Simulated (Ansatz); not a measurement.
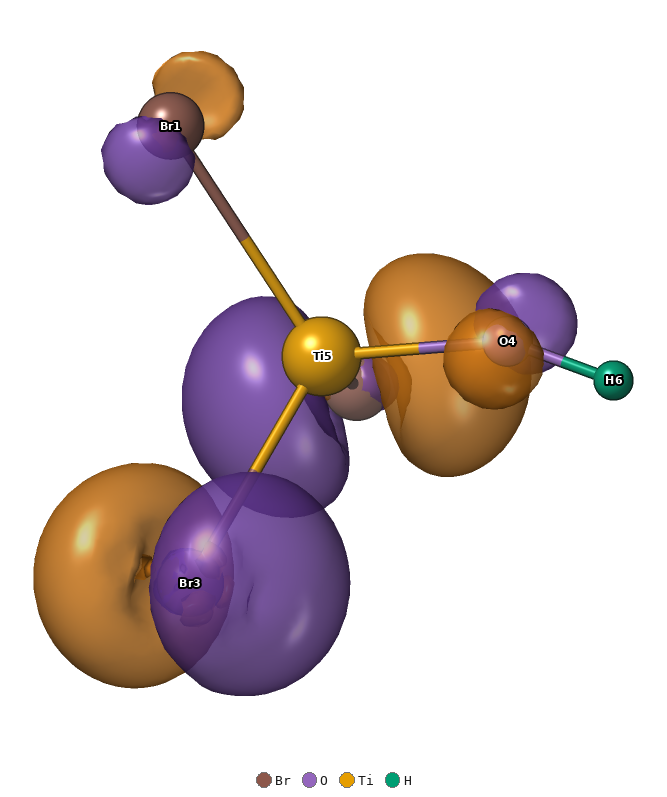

Br3HOTi. The HOMO−1 at ±0.15 Å⁻³ᐟ² (orange and purple are the two phases), seen at a tilt.

Geometry: PBE0-D4/def2-SVP.

These are results of Ansatz, isolated molecule in a Gaussian basis; Kohn-Sham density functional theory, functional PBE0, not measurements.

```yaml
atoms:
  - { symbol: Br, position_ang: [1.9793, -1.5226, 0.5024] }
  - { symbol: Br, position_ang: [-1.2247, -1.3856, -1.5725] }
  - { symbol: Br, position_ang: [1.0544, 1.6314, -1.4433] }
  - { symbol: O, position_ang: [-0.6462, 0.4336, 1.1363] }
  - { symbol: Ti, position_ang: [0.2266, -0.1677, -0.2194] }
  - { symbol: H, position_ang: [-1.3473, 0.9469, 1.5504] }
```

Q: What is the character of this orbital?

A: It lies mainly on Br2 (about 40 %), Br3 (about 40 %) and Br1 (about 5 %); largely a combination of lone pairs on Br2, Br3 and Br1. Its energy is −8.74 eV.
